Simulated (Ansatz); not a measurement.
# SiHSe (quartet): wB97M-V, B2PLYP, RPA-PBE over vertical spin and charge gaps and displaced geometries, cc-pVDZ, part 2 of 2

Ansatz 0.2.0, Gaussian basis; cc-pVDZ, all electrons in the functionals, frozen cores in the correlation of double hybrids and RPA. Earlier steps stand in the parts before.

## Step 14: B2PLYP, displaced geometry v1

Contents of in.yaml:

```yaml
crystal:
  periodic: [false, false, false]
  atoms:
    - {symbol: Si, position_ang: [0.000169, -0.090811, 1.689741]}
    - {symbol: Se, position_ang: [-0.000664, 0.016365, -0.631482]}
    - {symbol: H, position_ang: [0.047300, 1.248376, 2.385666]}
basis:
  gaussian: {orbitals: cc-pVDZ}
magnetization: {spin_polarized: true, initial_magnetization: 3}
hamiltonian: {xc: {name: B2PLYP}}
correlation: {electrons: outside_noble_gas}
```

Run with:

```
ansatz run in.yaml --threads 1 --pin off --events-out ev --progress --plain --max-ram 2393MiB
```

Standard output, shortened:

```text
Functional definition: B2PLYP
  name "B2PLYP"
  cite "Grimme, J. Chem. Phys. 124, 034108 (2006) doi:10.1063/1.2148954"
  cite "Becke, Phys. Rev. A 38, 3098 (1988) doi:10.1103/PhysRevA.38.3098"
  cite "Lee, Yang & Parr, Phys. Rev. B 37, 785 (1988) doi:10.1103/PhysRevB.37.785"
[...]
554 factors; integrals over basis functions are off by at most 1.2e-3 eV
[...]
mean field -73223.10575485 eV, -2690.8995040872 hartree, gradient 4.7e-6 eV, S^2 3.760409; 2 other end points of the search recorded, 0 dependent functions left out
19 core orbitals not correlated: weight in the atoms' cores, before any rotation towards them, 1.000 or more for the frozen orbitals, at most 0.000 for the correlated occupied ones
reference -73223.10588127 eV, -2690.8995087330 hartree; 7, 4 occupied and 24, 27 virtual orbitals, 554 factors
second order -5.28565782 eV of doubles, -0.00000000 eV of singles
Total energy: -73224.53300889 eV, -2690.9519547054 hartree
```

Run time: 14 s. Hardware: 1 thread of AMD EPYC, shared host.

From the report: ⟨S²⟩ of the determinant 3.760 (pure quartet: 3.75).

From charge 0, quartet: -0.002 eV.

## Step 15: B2PLYP, displaced geometry v2

Contents of in.yaml:

```yaml
crystal:
  periodic: [false, false, false]
  atoms:
    - {symbol: Si, position_ang: [0.121305, -0.108100, 1.672585]}
    - {symbol: Se, position_ang: [-0.043569, 0.023593, -0.625891]}
    - {symbol: H, position_ang: [0.033051, 1.163870, 2.425690]}
basis:
  gaussian: {orbitals: cc-pVDZ}
magnetization: {spin_polarized: true, initial_magnetization: 3}
hamiltonian: {xc: {name: B2PLYP}}
correlation: {electrons: outside_noble_gas}
```

Same command.

Standard output, shortened:

```text
Functional definition: B2PLYP
  name "B2PLYP"
  cite "Grimme, J. Chem. Phys. 124, 034108 (2006) doi:10.1063/1.2148954"
  cite "Becke, Phys. Rev. A 38, 3098 (1988) doi:10.1103/PhysRevA.38.3098"
  cite "Lee, Yang & Parr, Phys. Rev. B 37, 785 (1988) doi:10.1103/PhysRevB.37.785"
[...]
554 factors; integrals over basis functions are off by at most 1.1e-3 eV
[...]
mean field -73223.10148873 eV, -2690.8993473100 hartree, gradient 4.6e-6 eV, S^2 3.759857; 2 other end points of the search recorded, 0 dependent functions left out
19 core orbitals not correlated: weight in the atoms' cores, before any rotation towards them, 1.000 or more for the frozen orbitals, at most 0.000 for the correlated occupied ones
reference -73223.10161491 eV, -2690.8993519470 hartree; 7, 4 occupied and 24, 27 virtual orbitals, 554 factors
second order -5.26830656 eV of doubles, -0.00000000 eV of singles
Total energy: -73224.52405768 eV, -2690.9516257547 hartree
```

Run time: 13 s. Hardware: 1 thread of AMD EPYC, shared host.

From the report: ⟨S²⟩ of the determinant 3.760 (pure quartet: 3.75).

From charge 0, quartet: +0.007 eV.

## Step 16: RPA-PBE, charge 0, quartet

Contents of in.yaml:

```yaml
crystal:
  periodic: [false, false, false]
  atoms:
    - {symbol: Si, position_ang: [0.000000, -0.102205, 1.681089]}
    - {symbol: Se, position_ang: [0.000000, 0.021114, -0.628981]}
    - {symbol: H, position_ang: [0.000000, 1.193815, 2.430780]}
basis:
  gaussian: {orbitals: cc-pVDZ}
magnetization: {spin_polarized: true, initial_magnetization: 3}
hamiltonian: {xc: {name: PBE}}
correlation: {method: rpa, electrons: outside_noble_gas}
```

The command is unchanged.

Standard output, shortened:

```text
Functional definition: PBE
  name "PBE"
  cite "Perdew, Burke & Ernzerhof, Phys. Rev. Lett. 77, 3865 (1996) doi:10.1103/PhysRevLett.77.3865"
  parent pbe
[...]
554 factors; integrals over basis functions are off by at most 1.2e-3 eV
[...]
mean field -73225.76982335 eV, -2690.9974067985 hartree, gradient 4.0e-6 eV, S^2 3.753997; 6 other end points of the search recorded, 0 dependent functions left out
19 core orbitals not correlated: weight in the atoms' cores, before any rotation towards them, 1.000 or more for the frozen orbitals, at most 0.000 for the correlated occupied ones
reference -73177.88277693 eV, -2689.2375903018 hartree; 7, 4 occupied and 24, 27 virtual orbitals, 554 factors
Total energy: -73186.25627213 eV, -2689.5453105747 hartree
```

Run time: 18 s. Hardware: 1 thread of AMD EPYC, shared host.

From the report: ⟨S²⟩ of the determinant 3.754 (pure quartet: 3.75).

## Step 17: RPA-PBE, charge 0, doublet

Changes to in.yaml since step 16:

```diff
@@ -8,3 +8,3 @@
   gaussian: {orbitals: cc-pVDZ}
-magnetization: {spin_polarized: true, initial_magnetization: 3}
+magnetization: {spin_polarized: true, initial_magnetization: 1}
 hamiltonian: {xc: {name: PBE}}
```

Same command.

Standard output, shortened:

```text
Functional definition: PBE
  name "PBE"
  cite "Perdew, Burke & Ernzerhof, Phys. Rev. Lett. 77, 3865 (1996) doi:10.1103/PhysRevLett.77.3865"
  parent pbe
[...]
554 factors; integrals over basis functions are off by at most 1.2e-3 eV
[...]
mean field -73227.78116047 eV, -2691.0713220745 hartree, gradient 2.0e-6 eV, S^2 0.753510; 11 other end points of the search recorded, 0 dependent functions left out
19 core orbitals not correlated: weight in the atoms' cores, before any rotation towards them, 1.000 or more for the frozen orbitals, at most 0.000 for the correlated occupied ones
reference -73178.44075909 eV, -2689.2580957678 hartree; 6, 5 occupied and 25, 26 virtual orbitals, 554 factors
Total energy: -73188.21791298 eV, -2689.6173995462 hartree
```

It took 37 s on 1 thread of AMD EPYC, shared host.

From the report: ⟨S²⟩ of the determinant 0.754 (pure doublet: 0.75).

From charge 0, quartet: -1.962 eV.

## Step 18: RPA-PBE, charge 0, sextet

Changes to in.yaml since step 17:

```diff
@@ -8,3 +8,3 @@
   gaussian: {orbitals: cc-pVDZ}
-magnetization: {spin_polarized: true, initial_magnetization: 1}
+magnetization: {spin_polarized: true, initial_magnetization: 5}
 hamiltonian: {xc: {name: PBE}}
```

The command is unchanged.

Standard output, shortened:

```text
Functional definition: PBE
  name "PBE"
  cite "Perdew, Burke & Ernzerhof, Phys. Rev. Lett. 77, 3865 (1996) doi:10.1103/PhysRevLett.77.3865"
  parent pbe
[...]
554 factors; integrals over basis functions are off by at most 1.2e-3 eV
[...]
mean field -73220.66211051 eV, -2690.8097018141 hartree, gradient 3.1e-6 eV, S^2 8.752567; 6 other end points of the search recorded, 0 dependent functions left out
19 core orbitals not correlated: weight in the atoms' cores, before any rotation towards them, 1.000 or more for the frozen orbitals, at most 0.000 for the correlated occupied ones
reference -73173.35477239 eV, -2689.0711892039 hartree; 8, 3 occupied and 23, 28 virtual orbitals, 554 factors
Total energy: -73181.07993748 eV, -2689.3550837848 hartree
```

Run time: 13 s. Hardware: 1 thread of AMD EPYC, shared host.

From the report: ⟨S²⟩ of the determinant 8.753 (pure sextet: 8.75).

From charge 0, quartet: +5.176 eV.

## Step 19: RPA-PBE, charge 1, triplet

Changes to in.yaml since step 18:

```diff
@@ -8,3 +8,4 @@
   gaussian: {orbitals: cc-pVDZ}
-magnetization: {spin_polarized: true, initial_magnetization: 5}
+total_charge: 1
+magnetization: {spin_polarized: true, initial_magnetization: 2}
 hamiltonian: {xc: {name: PBE}}
```

Same command.

Standard output, shortened:

```text
Functional definition: PBE
  name "PBE"
  cite "Perdew, Burke & Ernzerhof, Phys. Rev. Lett. 77, 3865 (1996) doi:10.1103/PhysRevLett.77.3865"
  parent pbe
[...]
554 factors; integrals over basis functions are off by at most 1.2e-3 eV
[...]
mean field -73218.50717989 eV, -2690.7305095742 hartree, gradient 6.0e-6 eV, S^2 2.003672; 10 other end points of the search recorded, 0 dependent functions left out
19 core orbitals not correlated: weight in the atoms' cores, before any rotation towards them, 1.000 or more for the frozen orbitals, at most 0.000 for the correlated occupied ones
reference -73170.68504160 eV, -2688.9730784070 hartree; 6, 4 occupied and 25, 27 virtual orbitals, 554 factors
Total energy: -73179.10431236 eV, -2689.2824809008 hartree
```

Wall time 39 s (1 thread of AMD EPYC, shared host).

From the report: ⟨S²⟩ of the determinant 2.004 (pure triplet: 2.00).

From charge 0, quartet: +7.152 eV.

## Step 20: RPA-PBE, charge 1, quintet

Changes to in.yaml since step 19:

```diff
@@ -9,3 +9,3 @@
 total_charge: 1
-magnetization: {spin_polarized: true, initial_magnetization: 2}
+magnetization: {spin_polarized: true, initial_magnetization: 4}
 hamiltonian: {xc: {name: PBE}}
```

Same command.

Standard output, shortened:

```text
Functional definition: PBE
  name "PBE"
  cite "Perdew, Burke & Ernzerhof, Phys. Rev. Lett. 77, 3865 (1996) doi:10.1103/PhysRevLett.77.3865"
  parent pbe
[...]
554 factors; integrals over basis functions are off by at most 1.2e-3 eV
[...]
mean field -73216.06106173 eV, -2690.6406163901 hartree, gradient 2.5e-6 eV, S^2 6.003073; 4 other end points of the search recorded, 0 dependent functions left out
19 core orbitals not correlated: weight in the atoms' cores, before any rotation towards them, 1.000 or more for the frozen orbitals, at most 0.000 for the correlated occupied ones
reference -73169.49926921 eV, -2688.9295020757 hartree; 7, 3 occupied and 24, 28 virtual orbitals, 554 factors
Total energy: -73176.76096727 eV, -2689.1963645569 hartree
```

It took 16 s on 1 thread of AMD EPYC, shared host.

From the report: ⟨S²⟩ of the determinant 6.003 (pure quintet: 6.00).

From charge 0, quartet: +9.495 eV.

## Step 21: RPA-PBE, displaced geometry v1

Contents of in.yaml:

```yaml
crystal:
  periodic: [false, false, false]
  atoms:
    - {symbol: Si, position_ang: [0.000169, -0.090811, 1.689741]}
    - {symbol: Se, position_ang: [-0.000664, 0.016365, -0.631482]}
    - {symbol: H, position_ang: [0.047300, 1.248376, 2.385666]}
basis:
  gaussian: {orbitals: cc-pVDZ}
magnetization: {spin_polarized: true, initial_magnetization: 3}
hamiltonian: {xc: {name: PBE}}
correlation: {method: rpa, electrons: outside_noble_gas}
```

Same command.

Standard output, shortened:

```text
Functional definition: PBE
  name "PBE"
  cite "Perdew, Burke & Ernzerhof, Phys. Rev. Lett. 77, 3865 (1996) doi:10.1103/PhysRevLett.77.3865"
  parent pbe
[...]
554 factors; integrals over basis functions are off by at most 1.2e-3 eV
[...]
mean field -73225.77902601 eV, -2690.9977449902 hartree, gradient 4.4e-6 eV, S^2 3.754054; 6 other end points of the search recorded, 0 dependent functions left out
19 core orbitals not correlated: weight in the atoms' cores, before any rotation towards them, 1.000 or more for the frozen orbitals, at most 0.000 for the correlated occupied ones
reference -73177.86669280 eV, -2689.2369992209 hartree; 7, 4 occupied and 24, 27 virtual orbitals, 554 factors
Total energy: -73186.26518048 eV, -2689.5456379502 hartree
```

Run time: 22 s. Hardware: 1 thread of AMD EPYC, shared host.

From the report: ⟨S²⟩ of the determinant 3.754 (pure quartet: 3.75).

From charge 0, quartet: -0.009 eV.

## Step 22: RPA-PBE, displaced geometry v2

Contents of in.yaml:

```yaml
crystal:
  periodic: [false, false, false]
  atoms:
    - {symbol: Si, position_ang: [0.121305, -0.108100, 1.672585]}
    - {symbol: Se, position_ang: [-0.043569, 0.023593, -0.625891]}
    - {symbol: H, position_ang: [0.033051, 1.163870, 2.425690]}
basis:
  gaussian: {orbitals: cc-pVDZ}
magnetization: {spin_polarized: true, initial_magnetization: 3}
hamiltonian: {xc: {name: PBE}}
correlation: {method: rpa, electrons: outside_noble_gas}
```

Same command.

Standard output, shortened:

```text
Functional definition: PBE
  name "PBE"
  cite "Perdew, Burke & Ernzerhof, Phys. Rev. Lett. 77, 3865 (1996) doi:10.1103/PhysRevLett.77.3865"
  parent pbe
[...]
554 factors; integrals over basis functions are off by at most 1.1e-3 eV
[...]
mean field -73225.75741206 eV, -2690.9969506921 hartree, gradient 3.8e-6 eV, S^2 3.753985; 6 other end points of the search recorded, 0 dependent functions left out
19 core orbitals not correlated: weight in the atoms' cores, before any rotation towards them, 1.000 or more for the frozen orbitals, at most 0.000 for the correlated occupied ones
reference -73177.88408515 eV, -2689.2376383780 hartree; 7, 4 occupied and 24, 27 virtual orbitals, 554 factors
Total energy: -73186.24629781 eV, -2689.5449440251 hartree
```

It took 21 s on 1 thread of AMD EPYC, shared host.

From the report: ⟨S²⟩ of the determinant 3.754 (pure quartet: 3.75).

From charge 0, quartet: +0.010 eV.

## Step 23: The comparison

The yardstick is UCCSDT(Q), where the cluster series has nearly closed. It comes from earlier runs at the same points. Energies in eV, counted from charge 0, quartet; blanks weren't run or aren't comparable.

```tsv
level	quartet to doublet	quartet to sextet	ionisation to the triplet cation	ionisation to the quintet cation	displacement v1	displacement v2
UCCSDT(Q)		4.986		9.216	-0.003	0.008
wB97M-V	-1.912	5.275	7.186	9.608	-0.001	0.006
B2PLYP	-1.916	5.225	7.163	9.531	-0.002	0.007
RPA-PBE	-1.962	5.176	7.152	9.495	-0.009	0.010
```

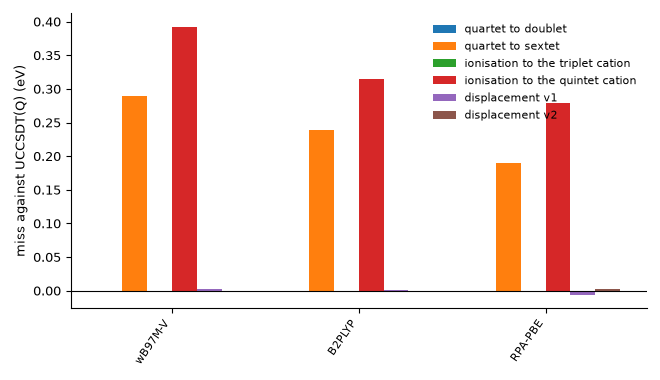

Misses of the gaps against UCCSDT(Q).

Largest miss and mean time a point (UCCSDT(Q) took 57 s a point; shared hosts):

```tsv
level	largest miss (eV)	where	time a point
wB97M-V	+0.392	ionisation to the quintet cation	53 s
B2PLYP	+0.315	ionisation to the quintet cation	12 s
RPA-PBE	+0.279	ionisation to the quintet cation	24 s
```

## Step 24: Results

What follows sums up all 2 parts.

| quantity | value |
| --- | --- |
| quartet to sextet, UCCSDT(Q) | 4.986 eV |
| ionisation to the quintet cation, UCCSDT(Q) | 9.216 eV |
| displacement v1, UCCSDT(Q) | -0.003 eV |
| displacement v2, UCCSDT(Q) | 0.008 eV |
| largest miss, wB97M-V | +0.392 eV (ionisation to the quintet cation) |
| largest miss, B2PLYP | +0.315 eV (ionisation to the quintet cation) |
| largest miss, RPA-PBE | +0.279 eV (ionisation to the quintet cation) |

In words: Misses are known at 4 of 6 points at best, and only functionals with that many are ranked. Of the functionals, RPA-PBE keep the smallest largest miss at the points compared (at most 0.279 eV) and wB97M-V strays most (0.392 eV, at ionisation to the quintet cation). Functionals and the yardstick converge differently with the basis, so part of each miss in cc-pVDZ is the basis.
